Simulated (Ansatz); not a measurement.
The relaxed structure here is a generated cell of ZrO2: the first start was made by placing the elements on the sites of a structure type, and the end was not matched to a known phase here, so it may be hypothetical. Known forms of ZrO2 include space group No. 14, 137, 225.

A relaxed structure of ZrO2. Computed with PBE (plane waves to 420 eV, PAW, scalar-relativistic; Ansatz, a program for electronic structure).

P2₁/m (No. 11), mP6; a = 3.8733 Å, b = 3.5151 Å, c = 5.4868 Å, α = γ = 90.00°, β = 104.17°.

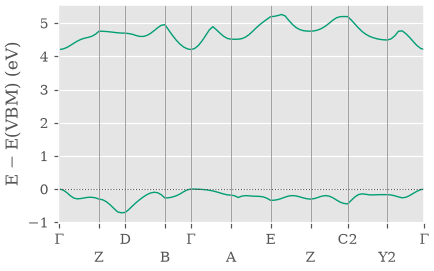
Figure. Highest filled and lowest empty band along the path of this cell's Brillouin zone

Read off the gap and say whether it is direct.

4.21 eV, direct at Γ (no spin-orbit coupling).

How far does the top valence band disperse along this path?

About 0.7 eV.

No spin polarisation in the result.

The run could not lose the symmetry of its start, so the end can be a saddle point.

It was reached from a disturbed copy of a P4₂/nmc (No. 137) cell, against which it lies -0.020 eV/atom.
